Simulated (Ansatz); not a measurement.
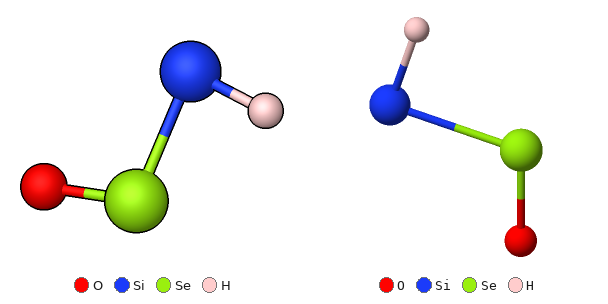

The same structure drawn twice, from different directions.

Charge 0, doublet.

> Count the atoms of each element.

HOSeSi, 4 atoms: 1 hydrogen, 1 oxygen, 1 selenium and 1 silicon.

> How many sets of symmetry-equivalent atoms are there?

4: 1 O, 1 Si, 1 Se, 1 H.

> Count the bonded pairs by element.

1 O–Se, 1 Se–Si, 1 Si–H. Sticks follow a distance rule.

> What is the point group of this geometry?

Cs.

The parts below concern this one geometry. Atoms keep their numbers from picture to picture. Computed geometry: PBE0-D4/def2-TZVP optimisation. No frequency run is at hand to confirm it as a minimum.

Electronic properties

No frequency run is at hand to confirm it as a minimum. Level of theory: UKS PBE0-D4/def2-TZVPP (Ansatz 0.2.0).

> What is the HOMO energy (Kohn–Sham orbital)?

−7.01 eV.

> Estimate the ⟨S²⟩ of the determinant.

0.760.

Dipole moment

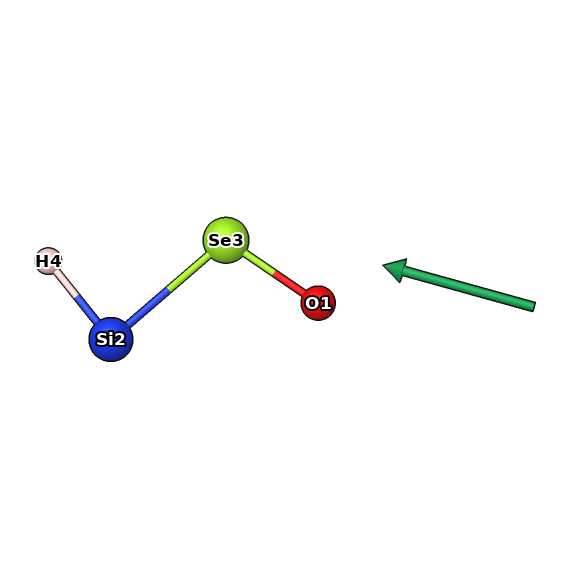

The arrow beside the molecule shows the direction of the dipole moment, from the negative to the positive end (its length means nothing). No frequency run is at hand to confirm it as a minimum. Method: UKS PBE0-D4/def2-TZVP (Ansatz 0.2.0).

> Estimate the dipole moment.

2.52 D; it points from the side of O1 to the side of H4 (the outermost atoms at the two ends).

Charges

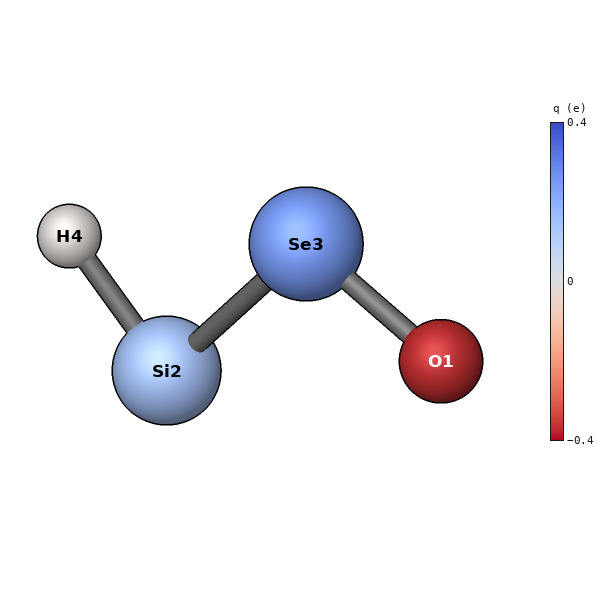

Atoms are coloured by their Mulliken charges. No frequency run is at hand to confirm it as a minimum. Method: UKS PBE0-D4/def2-TZVP (Ansatz 0.2.0).

> Which atom carries the highest charge (most positive or least negative)?

Se3 (0.24 e).

> And the lowest?

O1 (−0.36 e).

List the Mulliken charges.

```tsv
atom	value (e)
O1	−0.36
Si2	0.13
Se3	0.24
H4	−0.01
```

Mulliken values depend strongly on the basis set and can even reverse the polarity of a bond.
